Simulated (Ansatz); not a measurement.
# One shape, several levels: triplet SiH4S

Aim: a comparison of 6 runs (U-r2SCAN0/STO-3G, UB3LYP/STO-3G, UBLYP/STO-3G, UCAM-B3LYP/STO-3G, UPBE0/STO-3G, UCCSD(T)/STO-3G) of triplet SiH4S. 

Program for the calculation: Ansatz 0.2.0.

54 further runs of the same task are left out: 54 set aside as unsound or not needed.

**1. The structure to begin with**

SiH4S: 6 atoms, total charge 0, spin state triplet. SMILES of the parent species: `[H][Si]([H])([H])S`. The coordinates come from a GFN2-xTB relaxation. That shape belongs to the parent species and isn't relaxed for this state.

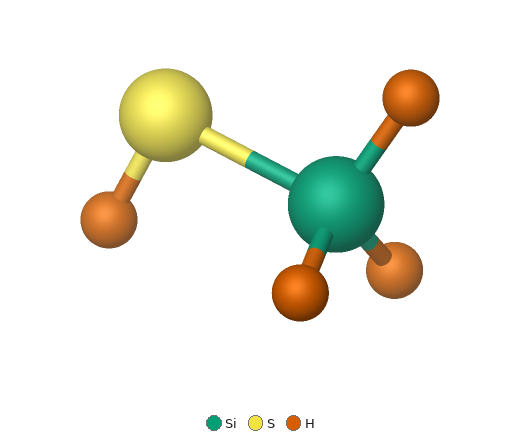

Viewed from a chosen angle; silicon teal, sulfur yellow, hydrogen orange.

**2. The energy at U-r2SCAN0/STO-3G (run 1)**

molecule.yaml

```yaml
crystal:
  periodic: [false, false, false]
  atoms:
    - {symbol: Si, position_ang: [0.201210, -0.014540, -0.544580]}
    - {symbol: S, position_ang: [0.253720, 0.019820, 1.601470]}
    - {symbol: H, position_ang: [-1.056810, 0.059910, 1.795240]}
    - {symbol: H, position_ang: [1.606010, -0.020690, -0.909950]}
    - {symbol: H, position_ang: [-0.503230, 1.180600, -0.990160]}
    - {symbol: H, position_ang: [-0.500900, -1.225100, -0.952020]}
basis:
  gaussian: {orbitals: STO-3G}
accuracy: high
hamiltonian: {xc: {name: r2SCAN0}}
magnetization: {spin_polarized: true, initial_magnetization: 2}
```

Command:

```console
ansatz run molecule.yaml --threads 1 --pin off --max-ram 2610MiB --events-out events.jsonl --progress --plain --runs-dir runs
```

Log:

```text
Warning: RAYON_NUM_THREADS=1 ignored (pool sized by the plan → 1); use --threads N
Functional definition: r2SCAN0
  name "r2SCAN0"
  parameter a = 0.25
  parameter k0 = 0.174
  parameter k1 = 0.065
  parameter a1 = 4.9479
  exchange = (1 - a)*r2scan_x(k0 = k0, k1 = k1, a1 = a1) + a*exact_x
  correlation = r2scan_c
388 factors; integrals over basis functions are off by at most 9.1e-9 eV
mean field evaluation 1: about -18558.0639 eV, gradient 5.6e0 eV
mean field evaluation 2: about -18558.3999 eV, gradient 2.7e0 eV
mean field evaluation 4: about -18558.4779 eV, gradient 3.8e-1 eV
mean field evaluation 8: about -18558.4668 eV, gradient 2.1e-2 eV
mean field evaluation 16: about -18558.4668 eV, gradient 1.6e-5 eV
mean field -18558.46678137 eV, -682.0110748346 hartree, gradient 5.9e-8 eV, S^2 2.004017; 2 other end points of the search recorded, 0 dependent functions left out
reference -18558.46678205 eV, -682.0110748598 hartree; 18, 16 occupied and 4, 6 virtual orbitals, 388 factors
Total energy: -18558.46678205 eV, -682.0110748598 hartree
```

Wall time 7.5 s (1 thread of Arm Neoverse V1, shared host); peak memory 0.25 GiB.

**3. The energy at UB3LYP/STO-3G (run 2)**

job.yaml

```yaml
crystal:
  periodic: [false, false, false]
  atoms:
    - {symbol: Si, position_ang: [0.201210, -0.014540, -0.544580]}
    - {symbol: S, position_ang: [0.253720, 0.019820, 1.601470]}
    - {symbol: H, position_ang: [-1.056810, 0.059910, 1.795240]}
    - {symbol: H, position_ang: [1.606010, -0.020690, -0.909950]}
    - {symbol: H, position_ang: [-0.503230, 1.180600, -0.990160]}
    - {symbol: H, position_ang: [-0.500900, -1.225100, -0.952020]}
basis:
  gaussian:
    orbitals: STO-3G
hamiltonian:
  xc: {name: B3LYP}
accuracy: high
magnetization:
  spin_polarized: true
  initial_magnetization: 2
```

Command:

```console
ansatz run job.yaml --threads 1 --pin off --max-ram 2610MiB --events-out events.jsonl --progress --plain --runs-dir runs
```

Log:

```text
Warning: RAYON_NUM_THREADS=1 ignored (pool sized by the plan → 1); use --threads N
Functional definition: B3LYP
  name "B3LYP"
  parameter a0 = 0.2
  parameter ax = 0.72
  parameter ac = 0.81
  exchange = (1 - a0 - ax)*slater_x + ax*b88_x + a0*exact_x
  correlation = (1 - ac)*vwn_rpa_c + ac*lyp_c
388 factors; integrals over basis functions are off by at most 9.1e-9 eV
mean field evaluation 1: about -18558.8485 eV, gradient 7.0e0 eV
mean field evaluation 2: about -18559.2366 eV, gradient 4.3e0 eV
mean field evaluation 4: about -18559.3927 eV, gradient 3.8e-1 eV
mean field evaluation 8: about -18559.3762 eV, gradient 1.6e-2 eV
mean field evaluation 16: about -18559.3762 eV, gradient 6.6e-6 eV
mean field -18559.37620371 eV, -682.0444954894 hartree, gradient 3.6e-8 eV, S^2 2.001966; 2 other end points of the search recorded, 0 dependent functions left out
reference -18559.37623106 eV, -682.0444964945 hartree; 18, 16 occupied and 4, 6 virtual orbitals, 388 factors
Total energy: -18559.37623106 eV, -682.0444964945 hartree
```

Wall time 2.8 s (1 thread of Arm Neoverse V1, shared host); peak memory 0.14 GiB.

Runs 3 to 5 aren't shown in full; the table further down has their settings and results.

**4. A single-point energy at UCCSD(T)/STO-3G (run 6)**

input.yaml

```yaml
crystal:
  periodic: [false, false, false]
  atoms:
    - {symbol: Si, position_ang: [0.201210, -0.014540, -0.544580]}
    - {symbol: S, position_ang: [0.253720, 0.019820, 1.601470]}
    - {symbol: H, position_ang: [-1.056810, 0.059910, 1.795240]}
    - {symbol: H, position_ang: [1.606010, -0.020690, -0.909950]}
    - {symbol: H, position_ang: [-0.503230, 1.180600, -0.990160]}
    - {symbol: H, position_ang: [-0.500900, -1.225100, -0.952020]}
basis:
  gaussian:
    orbitals: STO-3G
accuracy: high
scf:
  omitted_lower_state_checks: [cluster_reference, increment]
correlation:
  method: ccsd_t
  frozen_orbitals: {H: 0, S: 5, Si: 5}
magnetization:
  spin_polarized: true
  initial_magnetization: 2
```

Command:

```console
ansatz run input.yaml --threads 1 --pin off --max-ram 2610MiB --events-out events.jsonl --progress --plain --runs-dir runs
```

Log:

```text
Warning: RAYON_NUM_THREADS=1 ignored (pool sized by the plan → 1); use --threads N
[... 12 lines left out ...]
10 core orbitals not correlated: weight in the atoms' cores, before any rotation towards them, 1.000 or more for the frozen orbitals, at most 0.000 for the correlated occupied ones
[... 29 lines left out ...]
Total energy: -18528.71004937 eV, -680.9175351035 hartree
Checks for a lower state left out: cluster_reference, increment
```

It took 0.32 s on 1 thread of Arm Neoverse V1, shared host.

**5. All runs side by side**

```csv
run,level,frozen core orbitals,energy (Eh),⟨S²⟩,wall time
1,U-r2SCAN0/STO-3G,–,-682.011075,2.004,7.5 s
2,UB3LYP/STO-3G,–,-682.044496,2.002,2.8 s
3,UBLYP/STO-3G,–,-681.949736,2.001,2.8 s
4,UCAM-B3LYP/STO-3G,–,-681.997554,2.003,3.3 s
5,UPBE0/STO-3G,–,-681.785069,2.003,2.7 s
6,UCCSD(T)/STO-3G,10,-680.917535,2.010,0.32 s
```

**6. What came out**

```
                                           quantity          value
                                run 6: total energy  -680.91754 Eh
run 6: correlation energy (10 core orbitals frozen)      -77.8 mEh
                              run 6: (T) correction      -0.42 mEh
           run 6: ⟨S²⟩ of the reference determinant          2.010
                               run 6: T1 diagnostic          0.007
```

What this shows: Totals of different functionals can't be ranked against each other. In runs 1, 2, 3, 4, 5, 6 the basis is minimal, so the values are rough. All runs together took 19 s, the longest 7.5 s.
